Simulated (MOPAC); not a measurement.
CH$_{5}$Ge: frequency calculation (part 1 of 2)

- system: CH$_{5}$Ge, multiplicity 2, SMILES [CH3][GeH2]
- method: PM7-, unrestricted (MOPAC 23.2.5)

The geometry was optimised with PM7-.

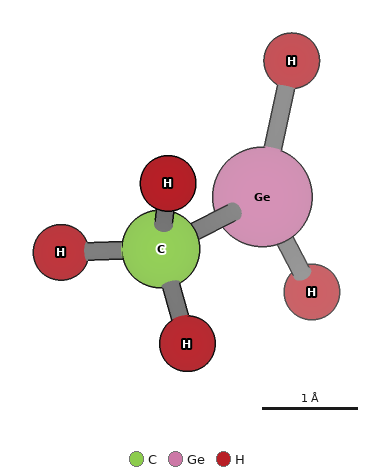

The structure as given in the input (ball-and-stick view, seen at a tilt). Sticks mark near contacts. Bond lengths as drawn: C–Ge 1.87 Å, C–H 1.09 to 1.10 Å and Ge–H 1.48 Å.

**Key numbers**

- outcome: converged
- heat of formation: 21.66 kcal/mol
- basis functions: 13
- zero-point energy: 0.045519 hartree
- wavenumbers, lowest and highest: 130i and 2766 cm⁻¹
- hardware: 1 thread of Arm Neoverse V2, 24 GiB of memory available, shared host
- peak memory: 0.071 GiB

**Notes**

MOPAC's energies along a path are heats of formation.

**The input (job.mop)**
```
FORCE DOUBLET THERMO PM7- THREADS=1 AUX(PRECISION=6)
job CH5Ge

C     -0.224167 +1    -0.777137 +1    -0.161860 +1
Ge     0.364489 +1     0.862928 +1     0.506753 +1
H     -1.131875 +1    -1.111362 +1     0.344620 +1
H      0.537831 +1    -1.550579 +1    -0.044326 +1
H     -0.449115 +1    -0.687812 +1    -1.230015 +1
H     -0.607576 +1     1.808385 +1     1.090872 +1
H      1.797478 +1     1.211969 +1     0.436307 +1
```

Launch command:
```bash
mopac job.mop
```

**The program's output**
```
MOPAC v23.2.5
PM7- CALCULATION RESULTS

 *  PM7        - The PM7 Hamiltonian to be used
 *  DOUBLET    - SPIN STATE DEFINED AS A DOUBLET
 *  FORCE      - FORCE CALCULATION SPECIFIED
 *  THREADS=1  - MULTI-THREADING NOT USED
 *  AUX        - OUTPUT AUXILIARY INFORMATION
 *  THERMO     - THERMODYNAMIC QUANTITIES TO BE CALCULATED
FORCE DOUBLET THERMO PM7- THREADS=1 AUX(PRECISION=6)
 job CH5Ge

   ATOM   CHEMICAL          X               Y               Z
  NUMBER   SYMBOL      (ANGSTROMS)     (ANGSTROMS)     (ANGSTROMS)

     1       C         -0.22416700  *  -0.77713700  *  -0.16186000  *
     2      Ge          0.36448900  *   0.86292800  *   0.50675300  *
     3       H         -1.13187500  *  -1.11136200  *   0.34462000  *
     4       H          0.53783100  *  -1.55057900  *  -0.04432600  *
     5       H         -0.44911500  *  -0.68781200  *  -1.23001500  *
     6       H         -0.60757600  *   1.80838500  *   1.09087200  *
     7       H          1.79747800  *   1.21196900  *   0.43630700  *

          CARTESIAN COORDINATES

    NO.       ATOM           X           Y           Z

     1         C         -0.2242     -0.7771     -0.1619
     2        Ge          0.3645      0.8629      0.5068
     3         H         -1.1319     -1.1114      0.3446
     4         H          0.5378     -1.5506     -0.0443
     5         H         -0.4491     -0.6878     -1.2300
     6         H         -0.6076      1.8084      1.0909
     7         H          1.7975      1.2120      0.4363

           Empirical Formula: C H5 Ge  =     7 atoms

      MOLECULAR POINT GROUP   :   Cs

 DOUBLET STATE CALCULATION

          UHF CALCULATION, NO. OF ALPHA ELECTRONS =    7
                           NO. OF BETA  ELECTRONS =    6

          HEAT OF FORMATION =      21.662711 KCALS/MOLE

          CARTESIAN COORDINATE DERIVATIVES

   NUMBER  ATOM         X            Y            Z

     1       C     -0.007392    -0.003719     0.010219
     2      Ge      0.016345     0.010455    -0.009928
     3       H      0.003900    -0.009150    -0.004551
     4       H     -0.008360     0.014231    -0.011275
     5       H      0.000326     0.011467     0.002375
     6       H     -0.026785     0.010410    -0.003805
     7       H      0.021966    -0.033695     0.016966

 DIPOLE           X         Y         Z       TOTAL
 POINT-CHG.     0.392    -0.027    -0.043     0.395
 HYBRID        -0.379    -0.004    -0.006     0.379
 SUM            0.013    -0.031    -0.049     0.060

          GRADIENT NORM =   0.06364

          MOLECULAR WEIGHT =   89.64

          ROTATIONAL CONSTANTS IN CM(-1)

          A =    2.60874221   B =    0.32862613   C =    0.30867698

           PRINCIPAL MOMENTS OF INERTIA IN UNITS OF 10**(-40)*GRAM-CM**2

          A =       10.7304   B =       85.1812   C =       90.6862

          ORIENTATION OF MOLECULE IN FORCE CALCULATION

    NO.       ATOM         X         Y         Z

     1          C      -1.5567    0.0002    0.0004
     2         Ge       0.3097    0.0002    0.0004
     3          H      -1.9552    1.0168    0.0004
     4          H      -1.9539   -0.5231    0.8728
     5          H      -1.9318   -0.5075   -0.8946
     6          H       1.0432    1.1360   -0.5930
     7          H       1.0431   -1.1417    0.5821

    FIRST DERIVATIVES WILL BE USED IN THE CALCULATION OF SECOND DERIVATIVES

          ESTIMATED TIME TO COMPLETE CALCULATION =        0.16 SECONDS

    FOR POINT-GROUP Cs   THERE ARE   2 UNIQUE SYMMETRY FUNCTIONS.

 STEP:   1 TIME =     0.00 SECS, INTEGRAL =      0.00 TIME LEFT: 172800.00
 STEP:   2 TIME =     0.00 SECS, INTEGRAL =      0.00 TIME LEFT: 172800.00
 STEP:   3 TIME =     0.00 SECS, INTEGRAL =      0.00 TIME LEFT: 172799.99
 STEP:   4 TIME =     0.00 SECS, INTEGRAL =      0.00 TIME LEFT: 172799.99
 STEP:   5 TIME =     0.00 SECS, INTEGRAL =      0.00 TIME LEFT: 172799.99
 STEP:   6 TIME =     0.00 SECS, INTEGRAL =      0.01 TIME LEFT: 172799.99
 STEP:   7 TIME =     0.00 SECS, INTEGRAL =      0.01 TIME LEFT: 172799.98
 STEP:   8 TIME =     0.00 SECS, INTEGRAL =      0.01 TIME LEFT: 172799.98
 STEP:   9 TIME =     0.00 SECS, INTEGRAL =      0.02 TIME LEFT: 172799.98
 STEP:  10                       INTEGRAL =      0.02 TIME LEFT: 172799.98
 STEP:  11                       INTEGRAL =      0.02 TIME LEFT: 172799.98
 STEP:  12                       INTEGRAL =      0.02 TIME LEFT: 172799.98
 STEP:  13 TIME =     0.00 SECS, INTEGRAL =      0.02 TIME LEFT: 172799.98
 STEP:  14 TIME =     0.00 SECS, INTEGRAL =      0.02 TIME LEFT: 172799.98
 STEP:  15 TIME =     0.00 SECS, INTEGRAL =      0.02 TIME LEFT: 172799.97
 STEP:  16 TIME =     0.00 SECS, INTEGRAL =      0.02 TIME LEFT: 172799.97
 STEP:  17 TIME =     0.00 SECS, INTEGRAL =      0.02 TIME LEFT: 172799.97
 STEP:  18 TIME =     0.00 SECS, INTEGRAL =      0.03 TIME LEFT: 172799.97
 STEP:  19                       INTEGRAL =      0.03 TIME LEFT: 172799.97
 STEP:  20                       INTEGRAL =      0.03 TIME LEFT: 172799.97
 STEP:  21                       INTEGRAL =      0.03 TIME LEFT: 172799.97

(To convert to Hartree/Bohr^2, multiply by (10^(-21) x N x a0^2)/(4.184 x 627.51) =  0.0642)

           FORCE MATRIX IN MILLIDYNES/ANGSTROM

                  C  1      Ge  2       H  3       H  4       H  5       H  6
 ------------------------------------------------------------------------------
     C    1   9.421510
    Ge    2   1.536794   5.142516
     H    3   3.543799   0.413331   4.155662
     H    4   3.539256   0.413834   0.454795   4.155662
     H    5   3.483731   0.424555   0.461696   0.461126   4.107628
     H    6   0.376978   2.205446   0.016692   0.041106   0.015801   2.740564
     H    7   0.377035   2.204492   0.041912   0.016752   0.014052   0.362510

                  H  7
 ------------------
     H    7   2.740564

          HEAT OF FORMATION =      21.662711 KCALS/MOLE

          ZERO POINT ENERGY      28.563 KCAL/MOL

         NOTE: SYSTEM IS NOT A GROUND STATE, THEREFORE ZERO POINT
         ENERGY IS NOT MEANINGFULL. ZERO POINT ENERGY PRINTED
         DOES NOT INCLUDE THE  1 IMAGINARY FREQUENCIES

           NORMAL COORDINATE ANALYSIS (Total motion = 1 Angstrom)

   Root No.       1         2         3         4         5         6         7         8

                 1 A"      1 A'      2 A"      2 A'      3 A'      4 A'      3 A"      5 A'

                -129.6     411.4     445.0     579.4     777.8     788.2     789.6    1227.4

           1    0.0000   -0.0006    0.0000    0.1658    0.0153   -0.0464    0.0011    0.0201
           2    0.0012    0.0064   -0.0185    0.0002    0.0241    0.0053   -0.0573   -0.0234
           3   -0.0007    0.0126    0.0094    0.0004    0.0467    0.0135    0.0292   -0.0459
           4    0.0000    0.0000   -0.0000   -0.0380   -0.0009    0.0013   -0.0000   -0.0007
           5    0.0000   -0.0070    0.0098    0.0001   -0.0027   -0.0005    0.0071    0.0001
           6    0.0000   -0.0135   -0.0050    0.0001   -0.0051   -0.0014   -0.0037    0.0003
           7   -0.0125    0.0231   -0.0846    0.1569   -0.1613   -0.0909    0.3344   -0.1271
           8   -0.0093    0.0162   -0.0549    0.0066   -0.0489   -0.0143    0.0915   -0.0796
           9    0.1877    0.0271    0.0224   -0.0104   -0.0641   -0.0151   -0.0279    0.4017
          10    0.0125    0.0232    0.0846    0.1571   -0.1682   -0.1081   -0.3248   -0.1276
          11   -0.1584    0.0125   -0.0503   -0.0122   -0.0211    0.0002    0.0771    0.3728
          12   -0.1013    0.0290    0.0313   -0.0006   -0.0788   -0.0235   -0.0537    0.1668
          13   -0.0001   -0.0506    0.0001    0.1330    0.3724    0.0566   -0.0060    0.0653
          14    0.1596    0.0159   -0.0586    0.0000   -0.0444   -0.0100    0.0835   -0.0214
          15   -0.0823    0.0311    0.0300    0.0003   -0.0897   -0.0251   -0.0401   -0.0424
          16    0.0044    0.0042    0.2968    0.1569   -0.0784    0.3035    0.0511   -0.0008
          17   -0.1046    0.1903   -0.1576   -0.0671    0.0478   -0.1415   -0.0413    0.0032
          18   -0.1947    0.3694    0.0901    0.0343    0.0032    0.0764    0.0085    0.0003
          19   -0.0044    0.0042   -0.2967    0.1570   -0.0807    0.3002   -0.0662   -0.0012
          20    0.0981    0.1907   -0.1647    0.0670   -0.0265    0.1422   -0.0387   -0.0025
          21    0.1982    0.3690    0.0763   -0.0347    0.0418   -0.0695    0.0309    0.0017

   Root No.       9        10        11        12        13        14        15

                 4 A"      6 A'      5 A"      7 A'      8 A'      6 A"      9 A'

                1265.1    1288.6    2050.1    2261.5    2657.0    2673.6    2765.8

           1   -0.0002   -0.0638    0.0000    0.0083   -0.0016   -0.0000    0.0235
           2   -0.0401   -0.0042   -0.0042   -0.0000   -0.0236   -0.0505   -0.0018
           3    0.0203   -0.0088    0.0022   -0.0001   -0.0463    0.0257   -0.0034
           4   -0.0000   -0.0009    0.0000    0.0047   -0.0001   -0.0000    0.0006
           5    0.0001   -0.0000   -0.0093   -0.0000   -0.0002   -0.0002   -0.0000
           6    0.0000   -0.0000    0.0048   -0.0000   -0.0002    0.0002   -0.0000
           7   -0.1174    0.2607    0.0112    0.0022   -0.0817   -0.1734   -0.1166
           8   -0.0563    0.1082   -0.0019   -0.0032    0.1950    0.4181    0.3214
           9   -0.2192    0.0821   -0.0019    0.0005   -0.0130    0.0270    0.0030
          10    0.1192    0.2599   -0.0111    0.0022   -0.0819    0.1737   -0.1160
          11    0.1463    0.0068    0.0005    0.0021   -0.1239    0.2208   -0.1736
          12    0.1739    0.1368    0.0027   -0.0024    0.1499   -0.3585    0.2689
          13    0.0014    0.3027   -0.0000    0.0012    0.1940    0.0004   -0.0893
          14    0.3863   -0.0631    0.0037    0.0012    0.2235   -0.0244   -0.1262
          15   -0.2003   -0.1138   -0.0019    0.0021    0.4308    0.0124   -0.2318
          16    0.0000    0.0019    0.2608   -0.2223    0.0000    0.0009   -0.0011
          17   -0.0040   -0.0079    0.3559   -0.3855   -0.0003    0.0032   -0.0036
          18   -0.0003    0.0021   -0.1861    0.2011    0.0005    0.0012   -0.0063
          19    0.0000    0.0018   -0.2609   -0.2224   -0.0005   -0.0009   -0.0011
          20   -0.0018    0.0088    0.3579    0.3872   -0.0006    0.0011    0.0035
          21    0.0038   -0.0001   -0.1821   -0.1977   -0.0014   -0.0028    0.0063

           MASS-WEIGHTED COORDINATE ANALYSIS (NORMAL COORDINATES)

   Root No.       1         2         3         4         5         6         7         8

                 1 A"      1 A'      2 A"      2 A'      3 A'      4 A'      3 A"      5 A'

                -129.6     411.4     445.0     579.4     777.8     788.2     789.6    1227.4

           1    0.0000   -0.0035    0.0001    0.7651    0.1012   -0.2995    0.0070    0.1086
           2    0.0091    0.0362   -0.1206    0.0008    0.1595    0.0340   -0.3557   -0.1260
           3   -0.0050    0.0712    0.0608    0.0016    0.3091    0.0868    0.1816   -0.2474
           4    0.0000    0.0007   -0.0000   -0.4311   -0.0149    0.0203   -0.0004   -0.0090
           5    0.0002   -0.0970    0.1570    0.0006   -0.0438   -0.0087    0.1082    0.0011
           6    0.0001   -0.1886   -0.0803    0.0011   -0.0833   -0.0228   -0.0564    0.0035
           7   -0.0279    0.0379   -0.1595    0.2099   -0.3094   -0.1698    0.6016   -0.1986
           8   -0.0208    0.0265   -0.1035    0.0088   -0.0939   -0.0267    0.1646   -0.1243
           9    0.4187    0.0445    0.0422   -0.0139   -0.1230   -0.0282   -0.0501    0.6274
          10    0.0279    0.0382    0.1593    0.2100   -0.3228   -0.2019   -0.5842   -0.1993
          11   -0.3532    0.0205   -0.0947   -0.0163   -0.0405    0.0004    0.1387    0.5822
          12   -0.2259    0.0476    0.0591   -0.0007   -0.1512   -0.0440   -0.0967    0.2605
          13   -0.0001   -0.0831    0.0001    0.1778    0.7144    0.1057   -0.0108    0.1021
          14    0.3558    0.0261   -0.1105    0.0000   -0.0851   -0.0186    0.1501   -0.0334
          15   -0.1836    0.0511    0.0566    0.0004   -0.1721   -0.0469   -0.0722   -0.0663
          16    0.0099    0.0068    0.5592    0.2098   -0.1505    0.5671    0.0920   -0.0012
          17   -0.2334    0.3123   -0.2969   -0.0898    0.0917   -0.2644   -0.0742    0.0050
          18   -0.4343    0.6063    0.1697    0.0459    0.0062    0.1427    0.0153    0.0005
          19   -0.0098    0.0068   -0.5592    0.2100   -0.1547    0.5608   -0.1191   -0.0018
          20    0.2187    0.3130   -0.3104    0.0896   -0.0508    0.2658   -0.0696   -0.0039
          21    0.4420    0.6057    0.1438   -0.0464    0.0803   -0.1298    0.0556    0.0027

   Root No.       9        10        11        12        13        14        15

                 4 A"      6 A'      5 A"      7 A'      8 A'      6 A"      9 A'

                1265.1    1288.6    2050.1    2261.5    2657.0    2673.6    2765.8

           1   -0.0015   -0.3825    0.0000    0.0413   -0.0090   -0.0002    0.1439
           2   -0.2358   -0.0253   -0.0211   -0.0002   -0.1296   -0.2594   -0.0109
           3    0.1195   -0.0525    0.0110   -0.0003   -0.2546    0.1319   -0.0206
           4   -0.0001   -0.0138    0.0000    0.0579   -0.0020   -0.0000    0.0092
           5    0.0014   -0.0005   -0.1149   -0.0002   -0.0024   -0.0029   -0.0000
           6    0.0000   -0.0005    0.0592   -0.0005   -0.0027    0.0026   -0.0000
           7   -0.2001    0.4531    0.0163    0.0031   -0.1300   -0.2579   -0.2070
           8   -0.0960    0.1881   -0.0028   -0.0046    0.3104    0.6218    0.5706
           9   -0.3736    0.1427   -0.0028    0.0007   -0.0207    0.0401    0.0053
          10    0.2032    0.4517   -0.0163    0.0031   -0.1303    0.2583   -0.2059
          11    0.2493    0.0118    0.0007    0.0030   -0.1973    0.3284   -0.3083
          12    0.2963    0.2377    0.0040   -0.0034    0.2386   -0.5331    0.4773
          13    0.0024    0.5261   -0.0000    0.0017    0.3088    0.0005   -0.1586
          14    0.6583   -0.1097    0.0054    0.0017    0.3557   -0.0363   -0.2240
          15   -0.3414   -0.1978   -0.0028    0.0031    0.6855    0.0184   -0.4115
          16    0.0000    0.0033    0.3817   -0.3211    0.0000    0.0014   -0.0019
          17   -0.0069   -0.0137    0.5208   -0.5568   -0.0005    0.0047   -0.0064
          18   -0.0006    0.0036   -0.2724    0.2904    0.0008    0.0018   -0.0112
          19    0.0000    0.0031   -0.3818   -0.3212   -0.0008   -0.0013   -0.0019
          20   -0.0031    0.0152    0.5237    0.5592   -0.0010    0.0016    0.0063
          21    0.0064   -0.0002   -0.2665   -0.2855   -0.0022   -0.0042    0.0112

          DESCRIPTION OF VIBRATIONS

 VIBRATION          1    1A"         ATOM PAIR     ENERGY CONTRIBUTION    RADIAL
 FREQUENCY          -129.63         C 1 -- H 3         +30.7% (-99.9%)      0.2%
 TRANSITION DIPOLE   0.0011         C 1 -- H 4         +30.7% (-99.9%)      0.1%
 TRAVEL (Ang.)       0.0000         C 1 -- H 5         +30.3% (-99.9%)      0.1%
 REDUCED MASS        0.2080         Ge2 -- H 7          +4.1% (-99.9%)      0.0%
 EFFECTIVE MASS      0.9383
 FORCE CONSTANT     -0.0021

 VIBRATION          2    1A'         ATOM PAIR     ENERGY CONTRIBUTION    RADIAL
 FREQUENCY           411.40         Ge2 -- H 6         +37.6% ( 52.3%)      0.0%
 TRANSITION DIPOLE   0.3865         Ge2 -- H 7         +37.6% ( 52.3%)      0.0%
 TRAVEL (Ang.)       0.5299         C 1 -- H 5          +9.2% ( 25.8%)     34.2%
 REDUCED MASS        0.5836         C 1 -- H 4          +5.3% ( 19.5%)     27.7%
 EFFECTIVE MASS      2.1667
 FORCE CONSTANT      0.0582

 VIBRATION          3    2A"         ATOM PAIR     ENERGY CONTRIBUTION    RADIAL
 FREQUENCY           445.00         Ge2 -- H 6         +37.8% ( 95.3%)      5.1%
 TRANSITION DIPOLE   0.2436         Ge2 -- H 7         +37.8% ( 95.3%)      5.1%
 TRAVEL (Ang.)       0.5806         C 1 -- H 3          +8.1% ( 44.2%)     21.1%
 REDUCED MASS        0.4496         C 1 -- H 4          +8.1% ( 44.1%)     19.8%
 EFFECTIVE MASS      2.8259
 FORCE CONSTANT      0.0525

 VIBRATION          4    2A'         ATOM PAIR     ENERGY CONTRIBUTION    RADIAL
 FREQUENCY           579.40         C 1 -- Ge2         +30.6% (118.8%)    100.0%
 TRANSITION DIPOLE   0.0386         C 1 -- H 5         +21.7% ( 99.8%)     11.9%
 TRAVEL (Ang.)       0.1324         C 1 -- H 4         +21.0% ( 98.3%)     14.1%
 REDUCED MASS        6.6342         C 1 -- H 3         +21.0% ( 98.3%)     14.3%
 EFFECTIVE MASS     19.7050
 FORCE CONSTANT      1.3122
```
